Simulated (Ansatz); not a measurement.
# CH7GaSn: small, medium and large basis sets

How large a basis does CH7GaSn need? Two functionals are run in growing sets.

Computed with Ansatz 0.2.0, Gaussian basis. Level: one geometry, several basis sets.

The runs, in order: PBE0-D4/def2-SVP; ωB97M-V/def2-SVP; PBE0-D4/def2-QZVPP; ωB97M-V/def2-QZVPP; the functionals' def2-TZVPP values are taken from earlier runs.

### 1 The relaxed structure

The geometry comes from an earlier relaxation with PBE0-D4 in a triple-zeta def2 set; it is a stationary point, not always the lowest conformer. Sn takes the def2 core potential; no spin-orbit term is included.

SMILES `[CH3][GaH][SnH3]`, 10 atoms, charge 0, spin multiplicity 1.

Atoms are counted from 1 here; the program's logs count them from 0.

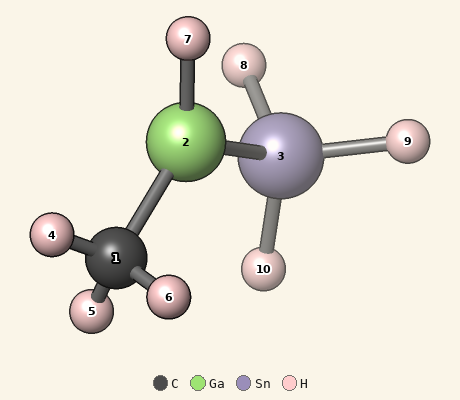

The geometry (carbon dark grey, gallium green, tin purple, hydrogen pink); atoms are numbered from 1 in the order of the file.

Geometry (Å):

```
atom    x (Å)    y (Å)    z (Å)
  C1  -1.5324   0.9429  -0.9198
 Ga2   0.3773   0.6946  -0.5084
 Sn3   1.1965  -1.2351   1.0717
  H4  -1.6766   1.3789  -1.9101
  H5  -2.0936   0.0107  -0.8460
  H6  -1.9527   1.6415  -0.1880
  H7   1.4480   1.6901  -1.1019
  H8   2.4235  -2.1877   0.3489
  H9   1.8642  -0.6219   2.5263
 H10  -0.0543  -2.3138   1.5272
```

### 2 PBE0-D4 in def2-SVP

The input, in.yaml:

```yaml
crystal:
  periodic: [false, false, false]
  atoms:
    - {symbol: C, position_ang: [-1.532400, 0.942855, -0.919826]}
    - {symbol: Ga, position_ang: [0.377331, 0.694606, -0.508369]}
    - {symbol: Sn, position_ang: [1.196519, -1.235105, 1.071743]}
    - {symbol: H, position_ang: [-1.676630, 1.378865, -1.910068]}
    - {symbol: H, position_ang: [-2.093551, 0.010669, -0.845992]}
    - {symbol: H, position_ang: [-1.952710, 1.641497, -0.188024]}
    - {symbol: H, position_ang: [1.447992, 1.690074, -1.101865]}
    - {symbol: H, position_ang: [2.423518, -2.187733, 0.348950]}
    - {symbol: H, position_ang: [1.864244, -0.621925, 2.526278]}
    - {symbol: H, position_ang: [-0.054324, -2.313793, 1.527164]}
basis:
  gaussian: {orbitals: def2-SVP}
hamiltonian: {xc: pbe0, dispersion: d4}
output: {orbitals: {seedname: orbitals}}
```

Run with:

```console
ansatz run in.yaml --threads 4 --pin off --events-out ev --progress --plain --max-ram 10444MiB
```

Standard output:

```text
Functional definition: PBE0
  name "PBE0"
  cite "Adamo & Barone, J. Chem. Phys. 110, 6158 (1999) doi:10.1063/1.478522"
  cite "Perdew, Burke & Ernzerhof, Phys. Rev. Lett. 77, 3865 (1996) doi:10.1103/PhysRevLett.77.3865"
  parent pbe
  parameter a = 0.25
  parameter kappa = 0.804
  parameter beta = 0.06672455060314922
  exchange = (1 - a)*pbe_x(kappa = kappa, mu = beta*pi^2/3) + a*exact_x
  correlation = pbe_c(beta = beta)
1171 factors; integrals over basis functions are off by at most 1.2e-3 eV
mean field evaluation 1: about -59339.1028 eV, gradient 4.7e1 eV
mean field evaluation 2: about -59335.8094 eV, gradient 5.7e1 eV
mean field evaluation 4: about -59344.2045 eV, gradient 9.9e-1 eV
mean field evaluation 8: about -59344.2596 eV, gradient 1.1e-1 eV
mean field evaluation 16: about -59344.2596 eV, gradient 2.0e-5 eV
mean field -59344.25959874 eV, -2180.8613152699 hartree, gradient 2.0e-5 eV, S^2 0.000000; 0 other end points of the search recorded, 0 dependent functions left out
reference -59344.25963395 eV, -2180.8613165637 hartree; 33, 33 occupied and 74, 74 virtual orbitals, 1171 factors
Total energy: -59344.42222611 eV, -2180.8672917154 hartree
```

Wall time 0.75 s (4 threads of Intel Xeon 6975P-C, shared host).

### 3 ωB97M-V in def2-SVP

Changes to in.yaml since step 2:

```diff
@@ -15,3 +15,3 @@
   gaussian: {orbitals: def2-SVP}
-hamiltonian: {xc: pbe0, dispersion: d4}
+hamiltonian: {xc: {name: wB97M-V}}
 output: {orbitals: {seedname: orbitals}}
```

Same command.

Standard output, shortened:

```text
Functional definition: wB97M-V
  name "wB97M-V"
  cite "Mardirossian & Head-Gordon, J. Chem. Phys. 144, 214110 (2016) doi:10.1063/1.4952647"
  cite "Becke, J. Chem. Phys. 107, 8554 (1997) doi:10.1063/1.475007"
  cite "Vydrov & Van Voorhis, J. Chem. Phys. 133, 244103 (2010) doi:10.1063/1.3521275"
  # Of w^i u^j: cxij and so on, Table III.
[...]
  gx(w, u) = 1 - cx + cx01*u + cx10*w
  gss(w, u) = css00 + css04*u^4 + css10*w + css20*w^2 + css43*w^4*u^3
  gos(w, u) = cos00 + cos10*w + (cos20 + cos21*u)*w^2 + (cos60 + cos61*u)*w^6
[...]
      + integral(e_c_pw_mod_opposite_spin*gos(b97_w_opposite, b97_u_opposite)) + vv10(b, c)
1171 factors; integrals over basis functions are off by at most 1.2e-3 eV
333 factors; integrals over basis functions are off by at most 7.4e-6 eV
[...]
mean field -59346.98770345 eV, -2180.9615712689 hartree, gradient 6.2e-5 eV, S^2 0.000000; 0 other end points of the search recorded, 0 dependent functions left out
reference -59346.98775903 eV, -2180.9615733112 hartree; 33, 33 occupied and 74, 74 virtual orbitals, 1171 factors
Total energy: -59346.98775903 eV, -2180.9615733112 hartree
```

It took 2.3 s on 4 threads of Intel Xeon 6975P-C, shared host.

### 4 PBE0-D4 in def2-QZVPP

Changes to in.yaml since step 3:

```diff
@@ -14,4 +14,4 @@
 basis:
-  gaussian: {orbitals: def2-SVP}
-hamiltonian: {xc: {name: wB97M-V}}
+  gaussian: {orbitals: "def2-QZVPP.json"}
+hamiltonian: {xc: pbe0, dispersion: d4}
 output: {orbitals: {seedname: orbitals}}
```

The command is unchanged.

Standard output:

```text
Functional definition: PBE0
  name "PBE0"
  cite "Adamo & Barone, J. Chem. Phys. 110, 6158 (1999) doi:10.1063/1.478522"
  cite "Perdew, Burke & Ernzerhof, Phys. Rev. Lett. 77, 3865 (1996) doi:10.1103/PhysRevLett.77.3865"
  parent pbe
  parameter a = 0.25
  parameter kappa = 0.804
  parameter beta = 0.06672455060314922
  exchange = (1 - a)*pbe_x(kappa = kappa, mu = beta*pi^2/3) + a*exact_x
  correlation = pbe_c(beta = beta)
1662 factors; their error is unknown
mean field evaluation 1: about -59346.4743 eV, gradient 5.9e1 eV
mean field evaluation 2: about -59341.0841 eV, gradient 7.3e1 eV
mean field evaluation 4: about -59353.5611 eV, gradient 3.5e0 eV
mean field evaluation 8: about -59353.5777 eV, gradient 6.3e-2 eV
mean field evaluation 16: about -59353.7922 eV, gradient 6.2e-5 eV
mean field -59353.79217888 eV, -2181.2116311284 hartree, gradient 6.2e-5 eV, S^2 0.000000; 0 other end points of the search recorded, 0 dependent functions left out
reference -59353.79223079 eV, -2181.2116330362 hartree; 33, 33 occupied and 405, 405 virtual orbitals, 1662 factors
Total energy: -59353.95482295 eV, -2181.2176081879 hartree
```

It took 4 s on 4 threads of Intel Xeon 6975P-C, shared host; peak memory 1.6 GiB.

### 5 ωB97M-V in def2-QZVPP

Changes to in.yaml since step 4:

```diff
@@ -15,3 +15,3 @@
   gaussian: {orbitals: "def2-QZVPP.json"}
-hamiltonian: {xc: pbe0, dispersion: d4}
+hamiltonian: {xc: {name: wB97M-V}}
 output: {orbitals: {seedname: orbitals}}
```

Launched as before.

Standard output, shortened:

```text
Functional definition: wB97M-V
  name "wB97M-V"
  cite "Mardirossian & Head-Gordon, J. Chem. Phys. 144, 214110 (2016) doi:10.1063/1.4952647"
  cite "Becke, J. Chem. Phys. 107, 8554 (1997) doi:10.1063/1.475007"
  cite "Vydrov & Van Voorhis, J. Chem. Phys. 133, 244103 (2010) doi:10.1063/1.3521275"
  # Of w^i u^j: cxij and so on, Table III.
[...]
  gx(w, u) = 1 - cx + cx01*u + cx10*w
  gss(w, u) = css00 + css04*u^4 + css10*w + css20*w^2 + css43*w^4*u^3
  gos(w, u) = cos00 + cos10*w + (cos20 + cos21*u)*w^2 + (cos60 + cos61*u)*w^6
[...]
      + integral(e_c_pw_mod_opposite_spin*gos(b97_w_opposite, b97_u_opposite)) + vv10(b, c)
1640 factors; their error is unknown
386 factors; integrals over basis functions are off by at most 7.5e-6 eV
[...]
mean field -59356.63024743 eV, -2181.3159282239 hartree, gradient 2.0e-5 eV, S^2 0.000000; 0 other end points of the search recorded, 0 dependent functions left out
reference -59356.63032961 eV, -2181.3159312441 hartree; 33, 33 occupied and 405, 405 virtual orbitals, 1640 factors
Total energy: -59356.63032961 eV, -2181.3159312441 hartree
```

Run time: 8.5 s. Hardware: 4 threads of Intel Xeon 6975P-C, shared host; peak memory 1.9 GiB.

### 6 Density functionals: the series

The def2-TZVPP values come from earlier runs at the same geometry.

| functional | basis | functions | energy (eV) | from the largest (eV) | HOMO (eV) | LUMO (eV) |
| --- | --- | --- | --- | --- | --- | --- |
| PBE0-D4 | def2-SVP | 107 | -59344.4222 | 9.533 | -7.10 | -1.84 |
| PBE0-D4 | def2-TZVPP | 227 | -59352.6532 | 1.302 | -7.13 | -1.88 |
| PBE0-D4 | def2-QZVPP | 438 | -59353.9548 | 0.000 | -7.14 | -1.90 |
| ωB97M-V | def2-SVP | 107 | -59346.9878 | 9.643 | -9.05 | -0.13 |
| ωB97M-V | def2-TZVPP | 227 | -59355.3556 | 1.275 | -9.12 | -0.20 |
| ωB97M-V | def2-QZVPP | 438 | -59356.6303 | 0.000 | -9.12 | -0.30 |

### 7 Results

```
                                       quantity          value
PBE0-D4: double and triple zeta above quadruple  9.53, 1.30 eV
ωB97M-V: double and triple zeta above quadruple  9.64, 1.27 eV
```

What this shows: For PBE0-D4 the step from double to triple zeta gains 8.23 eV and the next only 1.30 eV. These are total energies; as a rule much of such shifts cancels in differences, which this series doesn't test.

For PBE0-D4 the largest set took about 5 times as long as the smallest (4 s against 0.75 s).
